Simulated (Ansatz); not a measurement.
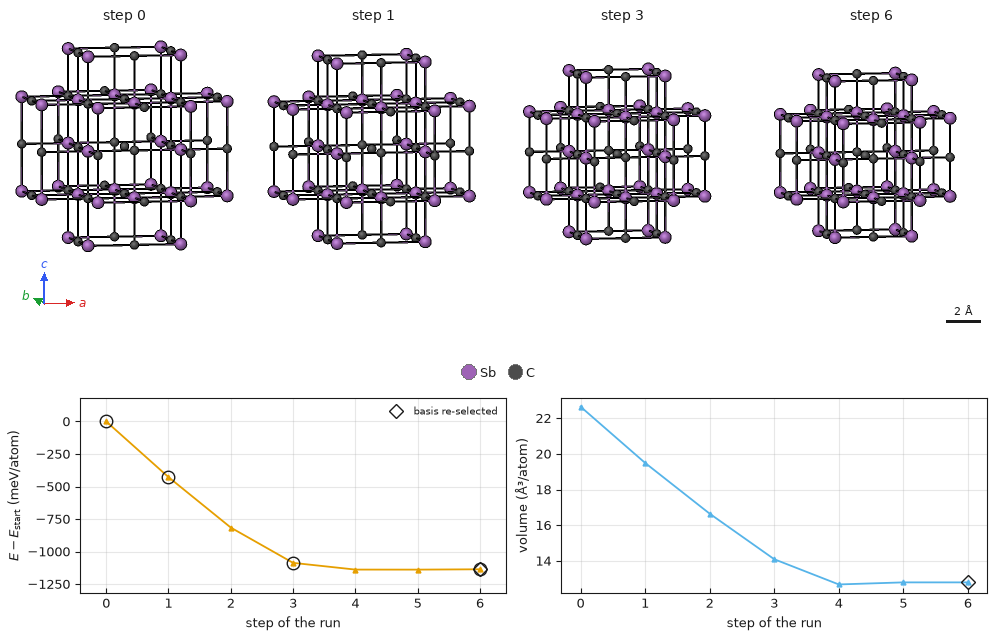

Frames of a relaxation of solid Sb$_{3}$C$_{5}$ (a generated structure, set up in Pm-3m) (coarse preliminary run), marked on the history of the run. A ball-and-stick model of the cell of the calculation, seen from a free direction.

Method: DFT PBE, scalar-relativistic, plane waves, PAW in Ansatz 0.2.0.

The input:
```yaml
crystal:
  lattice:
    - [5.65836748, 0.0, 0.0]
    - [0.0, 5.65836748, 0.0]
    - [0.0, 0.0, 5.65836748]
  atoms:
    - { symbol: Sb, position: [0.5, 0.0, 0.0] }
    - { symbol: Sb, position: [0.0, 0.5, 0.0] }
    - { symbol: Sb, position: [0.0, 0.0, 0.5] }
    - { symbol: C, position: [0.0, 0.5, 0.5] }
    - { symbol: C, position: [0.5, 0.0, 0.5] }
    - { symbol: C, position: [0.5, 0.5, 0.0] }
    - { symbol: C, position: [0.0, 0.0, 0.0] }
    - { symbol: C, position: [0.5, 0.5, 0.5] }
basis:
  ecutwfc: 420
kpoints:
  mp_grid: { grid: [4, 4, 4] }
hamiltonian:
  xc: pbe
scf:
  occupations: { method: gaussian, width: 0.1 }
  lower_state_search: "off"
output:
  forces: true
  stress: true
  eigenvalues: true
relax:
  adjacent_minimum: "off"
  f_tol: 0.04
  max_steps: 70
  cell: { stress_tol: 0.4 }
```

Run as
```bash
ansatz run input.yaml --threads 1 --pin off --max-ram 2048MiB --backend cpu --events-out ev --progress --plain --runs-dir out
```

**What happens along the run?**

The atoms keep their places relative to the cell (all moves are under 0.005 Å). Cell: a = b = c 5.658 → 4.678 Å (−17.3 %). Volume −43.5 %. Some distances before and after: Sb1–C5 2.829 → 2.339 Å. The space group stays Pm-3m (No. 221). After 5 accepted moves (6 points after the start) the energy has fallen by 1136 meV per atom. All forces vanish by symmetry, so only the cell relaxes. The pressure goes from −20.78 to −0.23 GPa. At 1 point the geometry stayed and the basis and grid were re-selected for the new cell (energy shift of 2.6 meV per atom at most each time). The run took 20 s on 1 thread of Intel(R) Xeon(R) 6975P-C (Granite Rapids), with other jobs on the host, peak memory 0.46 GiB. From step 0 to 1: volume −13.9 %, energy −428 meV per atom. From step 1 to 3: volume −27.7 %, energy −659 meV per atom. From step 3 to 6: volume −9.2 %, energy −49.4 meV per atom.
